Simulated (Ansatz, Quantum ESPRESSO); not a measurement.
## CaHI (P4/nmm): modes at Γ and the response to a field

Wanted: the vibrations of CaHI (P4/nmm) at Γ, by two programs.

Calculated with Quantum ESPRESSO 7.5; DFT PBEsol, scalar-relativistic, plane waves, PseudoDojo norm-conserving pseudopotentials.

## 1. Starting point

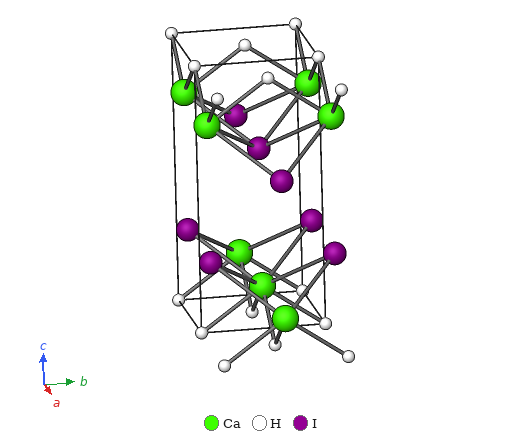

The starting structure, seen slightly off an axis (calcium green, hydrogen white, iodine purple). 2×1×1 cells are drawn. Some periodic images of atoms are drawn too.

As a file:

```cif
data_structure
_symmetry_space_group_name_H-M 'P 1'
_symmetry_Int_Tables_number 1
_cell_length_a 4.0710
_cell_length_b 4.0710
_cell_length_c 8.9410
_cell_angle_alpha 90.000
_cell_angle_beta 90.000
_cell_angle_gamma 90.000
_cell_volume 148.18
loop_
_atom_site_label
_atom_site_type_symbol
_atom_site_fract_x
_atom_site_fract_y
_atom_site_fract_z
_atom_site_occupancy
Ca1 Ca 0.00000 0.50000 0.16000 1
Ca2 Ca 0.50000 0.00000 0.84000 1
H3 H 0.00000 0.00000 0.00000 1
H4 H 0.50000 0.50000 0.00000 1
I5 I 0.00000 0.50000 0.67500 1
I6 I 0.50000 0.00000 0.32500 1
```

## 2. A first look

A cheap run with smearing and empty bands tells whether the crystal has a gap, which decides between fixed occupations and smearing later on.

Input file probe.in:

```
&CONTROL
  calculation = 'scf'
  prefix      = 'x'
  outdir      = './tmp'
  pseudo_dir  = './pseudo'
  tprnfor     = .true.
  tstress     = .true.
  verbosity   = 'high'
/
&SYSTEM
  ibrav       = 0
  nat         = 6
  ntyp        = 3
  ecutwfc     = 64.0
  occupations = 'smearing'
  smearing    = 'gaussian'
  degauss     = 0.01
/
&ELECTRONS
  conv_thr         = 1.0d-07
  mixing_beta      = 0.7
  electron_maxstep = 100
/
ATOMIC_SPECIES
 Ca     40.0780  Ca.upf
 H       1.0080  H.upf
 I     126.9045  I.upf
CELL_PARAMETERS angstrom
     4.071000000    0.000000000    0.000000000
     0.000000000    4.071000000    0.000000000
     0.000000000    0.000000000    8.941000000
ATOMIC_POSITIONS crystal
 Ca     0.000000000   0.500000000   0.160000000
 Ca     0.500000000   0.000000000   0.840000000
 H      0.000000000   0.000000000   0.000000000
 H      0.500000000   0.500000000   0.000000000
 I      0.000000000   0.500000000   0.675000000
 I      0.500000000   0.000000000   0.325000000
K_POINTS automatic
 4 4 2 0 0 0
```

Run with:

```bash
$ OMP_NUM_THREADS=1 mpirun -n 8 pw.x -nk 8 -in probe.in > probe.out
```

Output:

```text
[banners, grids, parts of the stress and lines that vanish by symmetry left out]
Program PWSCF v.7.5
     Message from routine setup:
     using ibrav=0 with symmetry is DISCOURAGED, use correct ibrav instead
[...]
kinetic-energy cutoff     =      64.0000  Ry
     charge density cutoff     =     256.0000  Ry
     scf convergence threshold =      1.0E-07
[...]
Exchange-correlation= PBESOL
                           (   1   4  10   8   0   0   0)
[...]
16 Sym. Ops., with inversion, found ( 8 have fractional translation)
[...]
(     0          1          0      )
                  (     0          0          1      )
[...]
(  0.0000000  1.0000000  0.0000000 )
                  (  0.0000000  0.0000000  1.0000000 )
[...]
(     0         -1          0      )
[...]
number of k points=    12  Gaussian smearing, width (Ry)=  0.0100
[...]
End of self-consistent calculation
[...]
the Fermi energy is     4.8839 ev
!    total energy              =    -209.16078895 Ry
[...]
convergence has been achieved in   8 iterations
[...]
atom    1 type  1   force =     0.00000000    0.00000000   -0.03309128
     atom    2 type  1   force =     0.00000000    0.00000000    0.03309128
     atom    3 type  2   force =     0.00000000    0.00000000    0.00000000
     atom    4 type  2   force =     0.00000000    0.00000000    0.00000000
     atom    5 type  3   force =     0.00000000    0.00000000    0.00186912
     atom    6 type  3   force =     0.00000000    0.00000000   -0.00186912
[...]
Total force =     0.046873     Total SCF correction =     0.000999
[...]
total   stress  (Ry/bohr**3)                   (kbar)     P=      -27.99
[...]
XML data file, charge density, pseudopotentials, collected wavefunctions

   JOB DONE.
```

The job ended after 9.5 s (8 MPI ranks of Arm Neoverse V1, shared host; 75 s of CPU time).

Numbers from this step:

- volume per atom: 24.70 Å³
- pressure: -2.800 GPa
- gap on the k-mesh: 3.224 eV

A gap of 3.2 eV opens on this mesh, so the crystal is taken as an insulator; the start stands at -2.8 GPa.

## 3. Relaxing the cell and atoms

The harmonic expansion starts where the forces on the atoms vanish, and stress shifts the frequencies, so cell and atoms are relaxed with tight thresholds.

Input file relax.in:

```
&CONTROL
  calculation   = 'vc-relax'
  prefix        = 'x'
  outdir        = './tmp'
  pseudo_dir    = './pseudo'
  tprnfor       = .true.
  tstress       = .true.
  forc_conv_thr = 2.0d-05
  etot_conv_thr = 1.0d-07
  nstep         = 40
/
&SYSTEM
  ibrav       = 0
  nat         = 6
  ntyp        = 3
  ecutwfc     = 64.0
  occupations = 'fixed'
  nbnd        = 20
/
&ELECTRONS
  conv_thr         = 1.0d-11
  mixing_beta      = 0.7
  electron_maxstep = 100
/
&IONS
/
&CELL
  press_conv_thr = 0.1
/
ATOMIC_SPECIES
 Ca     40.0780  Ca.upf
 H       1.0080  H.upf
 I     126.9045  I.upf
CELL_PARAMETERS angstrom
     4.071000000    0.000000000    0.000000000
     0.000000000    4.071000000    0.000000000
     0.000000000    0.000000000    8.941000000
ATOMIC_POSITIONS crystal
 Ca     0.000000000   0.500000000   0.160000000
 Ca     0.500000000   0.000000000   0.840000000
 H      0.000000000   0.000000000   0.000000000
 H      0.500000000   0.500000000   0.000000000
 I      0.000000000   0.500000000   0.675000000
 I      0.500000000   0.000000000   0.325000000
K_POINTS automatic
 6 6 2 0 0 0
```

Run with:

```bash
$ OMP_NUM_THREADS=1 mpirun -n 8 pw.x -nk 8 -in relax.in > relax.out
```

Output:

```text
[banners, grids, parts of the stress and lines that vanish by symmetry left out]
[banner, memory and clock lines left out]
Program PWSCF v.7.5

[...]
kinetic-energy cutoff     =      64.0000  Ry
     charge density cutoff     =     256.0000  Ry
     scf convergence threshold =      1.0E-11
[...]
energy convergence thresh.=      1.0E-07
     force convergence thresh. =      2.0E-05
     press convergence thresh. =      1.0E-01
     Exchange-correlation= PBESOL
                           (   1   4  10   8   0   0   0)
[...]
16 Sym. Ops., with inversion, found ( 8 have fractional translation)
[...]
number of k points=    20
[...]
End of self-consistent calculation
[...]
highest occupied, lowest unoccupied level (ev):     3.9015    7.1284
!    total energy              =    -209.16212672 Ry
[...]
convergence has been achieved in  12 iterations
[...]
atom    1 type  1   force =     0.00000000    0.00000000   -0.03342111
     atom    2 type  1   force =     0.00000000    0.00000000    0.03342111
     atom    3 type  2   force =     0.00000000    0.00000000    0.00000000
     atom    4 type  2   force =     0.00000000    0.00000000    0.00000000
     atom    5 type  3   force =     0.00000000    0.00000000    0.00168222
     atom    6 type  3   force =     0.00000000    0.00000000   -0.00168222
     Total force =     0.047324     Total SCF correction =     0.000006
[...]
total   stress  (Ry/bohr**3)                   (kbar)     P=      -28.57
[...]
number of bfgs steps    =   0
[...]
CELL_PARAMETERS (angstrom)
[...]
ATOMIC_POSITIONS (crystal)
Ca               0.0000000000        0.5000000000        0.1580219562
Ca               0.5000000000        0.0000000000        0.8419780438
H                0.0000000000        0.0000000000        0.0000000000
H                0.5000000000        0.5000000000        0.0000000000
[...]
New effective cutoffs (rho, wfc):  258.59   64.66
[...]
End of self-consistent calculation
[...]
highest occupied, lowest unoccupied level (ev):     4.0512    7.2508
!    total energy              =    -209.16690654 Ry
[...]
convergence has been achieved in   9 iterations
[...]
atom    1 type  1   force =     0.00000000    0.00000000   -0.03059163
     atom    2 type  1   force =     0.00000000    0.00000000    0.03059163
     atom    3 type  2   force =     0.00000000    0.00000000    0.00000000
     atom    4 type  2   force =     0.00000000    0.00000000    0.00000000
     atom    5 type  3   force =     0.00000000    0.00000000    0.00154635
     atom    6 type  3   force =     0.00000000    0.00000000   -0.00154635
     Total force =     0.043318     Total SCF correction =     0.000007
[...]
total   stress  (Ry/bohr**3)                   (kbar)     P=      -24.87
[...]
number of bfgs steps    =   1
[...]
WARNING: bfgs curvature condition failed, Theta= 0.905
[...]
CELL_PARAMETERS (angstrom)
[...]
ATOMIC_POSITIONS (crystal)
[...]
New effective cutoffs (rho, wfc):  262.47   65.64
[...]
End of self-consistent calculation
[...]
highest occupied, lowest unoccupied level (ev):     4.2726    7.4286
!    total energy              =    -209.17281163 Ry
[...]
convergence has been achieved in  10 iterations
[...]
atom    1 type  1   force =     0.00000000    0.00000000   -0.02604481
[...]
atom    3 type  2   force =     0.00000000    0.00000000    0.00000000
     atom    4 type  2   force =     0.00000000    0.00000000    0.00000000
[...]
Total force =     0.001123     Total SCF correction =     0.000001
[...]
total   stress  (Ry/bohr**3)                   (kbar)     P=        0.66
[...]
number of bfgs steps    =  20
[...]
highest occupied, lowest unoccupied level (ev):     4.6940    7.7593
!    total energy              =    -209.18387438 Ry
[...]
convergence has been achieved in   9 iterations
[...]
Total force =     0.000528     Total SCF correction =     0.000003
[...]
total   stress  (Ry/bohr**3)                   (kbar)     P=        0.31
[...]
number of bfgs steps    =  21
[...]
highest occupied, lowest unoccupied level (ev):     4.6901    7.7516
!    total energy              =    -209.18387695 Ry
[...]
convergence has been achieved in   8 iterations
[...]
Total force =     0.000088     Total SCF correction =     0.000006
[...]
total   stress  (Ry/bohr**3)                   (kbar)     P=        0.03
[...]
number of bfgs steps    =  22
[...]
New effective cutoffs (rho, wfc):  268.91   67.28
[...]
highest occupied, lowest unoccupied level (ev):     4.6950    7.7531
!    total energy              =    -209.18387715 Ry
[...]
convergence has been achieved in  10 iterations
[...]
Total force =     0.000013     Total SCF correction =     0.000002
[...]
total   stress  (Ry/bohr**3)                   (kbar)     P=       -0.01
[...]
number of bfgs steps    =  23
[...]
CELL_PARAMETERS (angstrom)
[...]
ATOMIC_POSITIONS (crystal)
[...]
New effective cutoffs (rho, wfc):  268.92   67.28
[...]
End of self-consistent calculation
[...]
highest occupied, lowest unoccupied level (ev):     4.6969    7.7541
!    total energy              =    -209.18387716 Ry
[...]
convergence has been achieved in   8 iterations
[...]
Total force =     0.000002     Total SCF correction =     0.000000
[...]
total   stress  (Ry/bohr**3)                   (kbar)     P=       -0.00
[...]
bfgs converged in  25 scf cycles and  24 bfgs steps
[...]
End of BFGS Geometry Optimization
     Final enthalpy           =    -209.1838771594 Ry
     File ./tmp/x.bfgs deleted, as requested
[...]
CELL_PARAMETERS (angstrom)
[...]
ATOMIC_POSITIONS (crystal)
[...]
I                0.0000000000        0.5000000000        0.6864813481
I                0.5000000000        0.0000000000        0.3135186519
[...]
Final scf calculation at the relaxed structure.
[...]
kinetic-energy cutoff     =      64.0000  Ry
     charge density cutoff     =     256.0000  Ry
     scf convergence threshold =      1.0E-13
[...]
press convergence thresh. =      1.0E-01
     Exchange-correlation= PBESOL
                           (   1   4  10   8   0   0   0)
[...]
16 Sym. Ops., with inversion, found ( 8 have fractional translation)
[...]
number of k points=    20
[...]
c_bands:  2 eigenvalues not converged
     c_bands:  2 eigenvalues not converged
     c_bands:  2 eigenvalues not converged
[...]
c_bands:  1 eigenvalues not converged
[...]
End of self-consistent calculation
[...]
highest occupied, lowest unoccupied level (ev):     4.6970    7.7541
!    total energy              =    -209.18357626 Ry
[...]
convergence has been achieved in  14 iterations
[...]
atom    5 type  3   force =     0.00000000    0.00000000    0.00000463
     atom    6 type  3   force =     0.00000000    0.00000000   -0.00000463
     Total force =     0.000027     Total SCF correction =     0.000001
[...]
total   stress  (Ry/bohr**3)                   (kbar)     P=       -0.53
[...]
XML data file, charge density, pseudopotentials, collected wavefunctions
```

Elapsed: 4.8 min, on 8 MPI ranks.

The steps of the relaxation (22 of 26):

```
step  energy less that of the first step (eV)  largest force (eV/Å)  volume (Å³)
   1                                   0.0000                0.8593       148.18
   2                                  -0.0650                0.7865       146.03
   3                                  -0.1454                0.6696       142.99
   5                                  -0.2771                0.1557       133.26
   6                                  -0.2794                0.1243       133.32
   7                                  -0.2831                0.0807       133.73
   8                                  -0.2872                0.0996       134.49
   9                                  -0.2893                0.1142       135.32
  11                                  -0.2910                0.0918       135.74
  12                                  -0.2923                0.0602       135.89
  13                                  -0.2933                0.0105       135.98
  14                                  -0.2934                0.0131       135.94
  15                                  -0.2936                0.0200       135.93
  16                                  -0.2938                0.0258       135.94
  18                                  -0.2945                0.0346       136.14
  19                                  -0.2950                0.0357       136.41
  20                                  -0.2955                0.0310       136.90
  21                                  -0.2958                0.0184       137.50
  22                                  -0.2959                0.0085       137.77
  24                                  -0.2959                0.0002       137.84
  25                                  -0.2959                0.0000       137.83
  26                                  -0.2918                0.0005       137.83
```

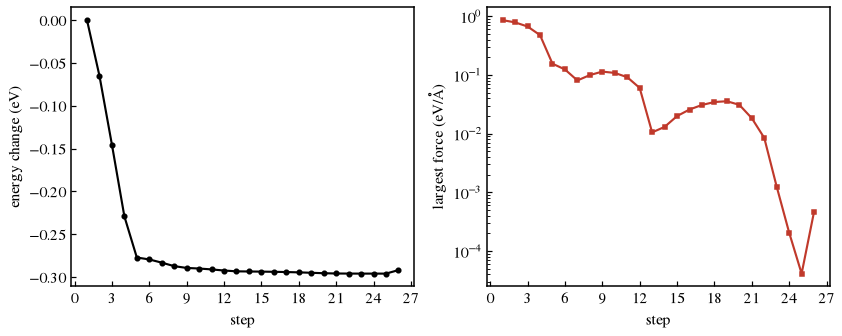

Energy and largest force along the relaxation.

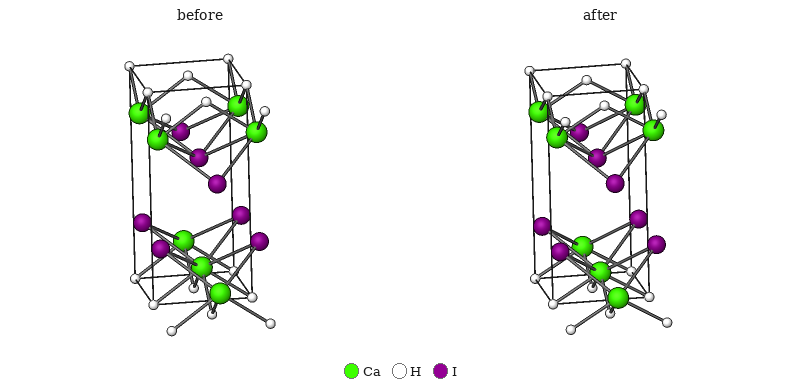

The structure before and after the relaxation, drawn at the same scale.

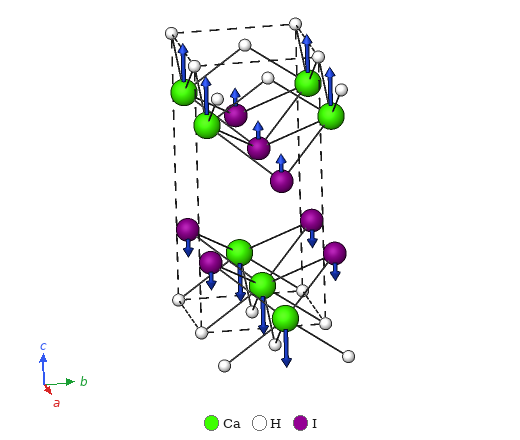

Displacements in the relaxation, exaggerated, measured against the changing cell; the longest in the cell stands for 0.21 Å. 2×1×1 cells are drawn. Some periodic images of atoms are drawn too.

```
conventional cell, symmetrised  before  after  change
                         a (Å)   4.071  3.970  -2.5 %
                         b (Å)   4.071  3.970  -2.5 %
                         c (Å)   8.941  8.746  -2.2 %
              volume (Å³/atom)   24.70  22.97  -7.0 %
```

The atoms that moved most (Å, as changes of fractional coordinates times the final cell):

```
atom     dx     dy      dz  length
 Ca2  0.000  0.000   0.209   0.209
 Ca1  0.000  0.000  -0.209   0.209
  I6  0.000  0.000  -0.100   0.100
  I5  0.000  0.000   0.100   0.100
```

The last row of the table of steps is pw.x's closing run on a basis chosen anew for the final cell, so its energy can jump.

Read from the output:

| Item | Value |
| --- | --- |
| volume per atom | 22.97 Å³ |
| pressure | -0.05333 GPa |
| gap on the k-mesh | 3.057 eV |

The volume changes by -7.0 % from the cell with which this run began.

## 4. Ground state

The response is built on this ground state, so it is converged far tighter than an energy would need. With a gap, occupations are fixed, which also allows the response to an electric field.

Input file scf.in:

```
&CONTROL
  calculation = 'scf'
  prefix      = 'x'
  outdir      = './tmp'
  pseudo_dir  = './pseudo'
  tprnfor     = .true.
  tstress     = .true.
/
&SYSTEM
  ibrav       = 0
  nat         = 6
  ntyp        = 3
  ecutwfc     = 64.0
  occupations = 'fixed'
  nbnd        = 20
/
&ELECTRONS
  conv_thr         = 1.0d-12
  mixing_beta      = 0.7
  electron_maxstep = 100
/
ATOMIC_SPECIES
 Ca     40.0780  Ca.upf
 H       1.0080  H.upf
 I     126.9045  I.upf
CELL_PARAMETERS angstrom
     3.969863663    0.000000000    0.000000000
     0.000000000    3.969863663    0.000000000
     0.000000000    0.000000000    8.745559538
ATOMIC_POSITIONS crystal
 Ca     0.000000000   0.500000000   0.136157797
 Ca     0.500000000   0.000000000   0.863842203
 H      0.000000000   0.000000000   0.000000000
 H      0.500000000   0.500000000   0.000000000
 I      0.000000000   0.500000000   0.686481348
 I      0.500000000   0.000000000   0.313518652
K_POINTS automatic
 6 6 2 0 0 0
```

Run with:

```bash
$ OMP_NUM_THREADS=1 mpirun -n 8 pw.x -nk 8 -in scf.in > scf.out
```

Output:

```text
[banners, grids, parts of the stress and lines that vanish by symmetry left out]
[banner, memory and clock lines left out]
Program PWSCF v.7.5

[...]
kinetic-energy cutoff     =      64.0000  Ry
     charge density cutoff     =     256.0000  Ry
     scf convergence threshold =      1.0E-12
[...]
Exchange-correlation= PBESOL
                           (   1   4  10   8   0   0   0)
[...]
16 Sym. Ops., with inversion, found ( 8 have fractional translation)
[...]
number of k points=    20
[...]
c_bands:  1 eigenvalues not converged
[...]
End of self-consistent calculation
[...]
highest occupied, lowest unoccupied level (ev):     4.6970    7.7541
!    total energy              =    -209.18357626 Ry
[...]
convergence has been achieved in  14 iterations
[...]
atom    1 type  1   force =     0.00000000    0.00000000    0.00001584
     atom    2 type  1   force =     0.00000000    0.00000000   -0.00001584
     atom    3 type  2   force =     0.00000000    0.00000000    0.00000000
     atom    4 type  2   force =     0.00000000    0.00000000    0.00000000
     atom    5 type  3   force =     0.00000000    0.00000000    0.00000490
     atom    6 type  3   force =     0.00000000    0.00000000   -0.00000490
     Total force =     0.000023     Total SCF correction =     0.000002
[...]
total   stress  (Ry/bohr**3)                   (kbar)     P=       -0.53
[...]
XML data file, charge density, pseudopotentials, collected wavefunctions
```

Elapsed: 18 s, on 8 MPI ranks.

The cell stands at -0.053 GPa, close enough for phonons.

(Continued in part 2 of 4.)

[Host names and launcher messages were left out of these logs when they were recorded.]

[Logs are printed without paths, hosts, clocks, repeated set-up lines and the standing remarks that a program may print on its own settings, such as how far it seeks lower states.]

[Hosts, paths, dates, database ids (printed as entryN), source tags and the programs' standing remarks are cut or masked in the printed files.]
